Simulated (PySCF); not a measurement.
C$_{4}$H$_{13}$NP$_{2}$Si$_{2}$ (SMILES C1CCN([SiH]2P[SiH2]P2)C1)

| atom | x (Å) | y (Å) | z (Å) |
| --- | --- | --- | --- |
| C | -2.7347 | 0.4150 | -0.5673 |
| C | -2.4239 | 0.8557 | 0.8798 |
| C | -1.1807 | 0.0376 | 1.2732 |
| N | -0.5549 | -0.3218 | 0.0124 |
| Si | 0.9703 | 0.2930 | -0.5106 |
| P | 2.5661 | 0.1927 | 1.1133 |
| Si | 3.6765 | -0.3896 | -0.7973 |
| P | 1.9320 | -0.9603 | -2.1576 |
| C | -1.6477 | -0.6244 | -0.8955 |
| H | -3.7452 | -0.0057 | -0.6770 |
| H | -2.6648 | 1.2706 | -1.2551 |
| H | -3.2622 | 0.6763 | 1.5690 |
| H | -2.2005 | 1.9322 | 0.9166 |
| H | -0.4863 | 0.5824 | 1.9311 |
| H | -1.4842 | -0.8806 | 1.8123 |
| H | 0.9839 | 1.7094 | -1.0177 |
| H | 2.2409 | -1.1870 | 1.3306 |
| H | 4.6842 | -1.4758 | -0.6085 |
| H | 4.3550 | 0.8183 | -1.3538 |
| H | 1.7167 | -2.1388 | -1.3694 |
| H | -1.3210 | -0.6019 | -1.9466 |
| H | -2.0243 | -1.6463 | -0.6962 |

Geometry: PBE0-D3(BJ)/def2-SVP.

The calculation used PBE0/pcSseg-1, SCF density, gas phase, non-relativistic (PySCF 2.14.0).

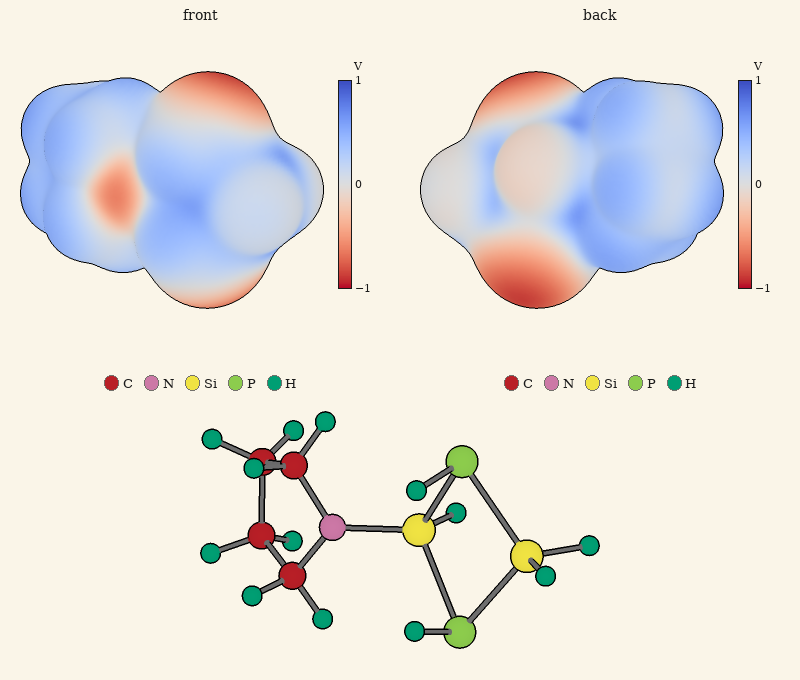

Figure 1. The molecular electrostatic potential painted on the density surface at 0.001 e/bohr³, seen from the front and from behind; the colour scale runs from red (negative) to blue (positive). The bare structure is drawn below in the same view.

Which sites attract a positive test charge, and which a negative one?

A positive charge is drawn to the negative regions and a negative charge to the positive ones. The most negative region (about −0.8 V) lies over P6 and P8, the most positive (about +0.6 V) over the C, H and Si atoms.

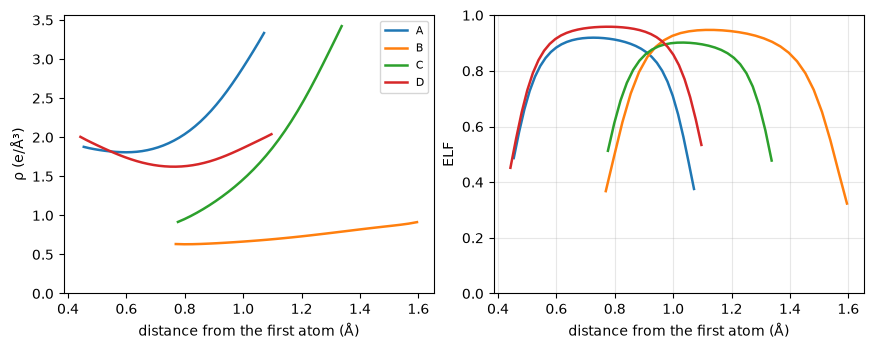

Figure 2. Total electron density and ELF along straight lines between neighbouring atoms. The curves leave out the atomic cores.

Which curve belongs to which contact (C–C, C–N, Si–N and Si–P)? The first atom named is at distance zero.

Curve A: C–N (1.45 Å): ρ at the midpoint is about 1.9 e/Å³; the ELF peaks at about 0.90 between the atoms (localised, covalent bonding). Curve B: Si–P (2.28 Å): the density is about 0.71 e/Å³ at the midpoint, with its minimum of 0.63 e/Å³ about 0.8 Å from Si; the ELF peaks at about 0.95 between the atoms (localised, covalent bonding). Curve C: Si–N (1.73 Å): ρ at the midpoint is about 1.1 e/Å³; the ELF peaks at about 0.90 between the atoms, as expected for a polar covalent bond. Curve D: C–C (1.54 Å): ρ is about 1.6 e/Å³ halfway; the ELF peaks at about 0.95 between the atoms (a covalent bond).
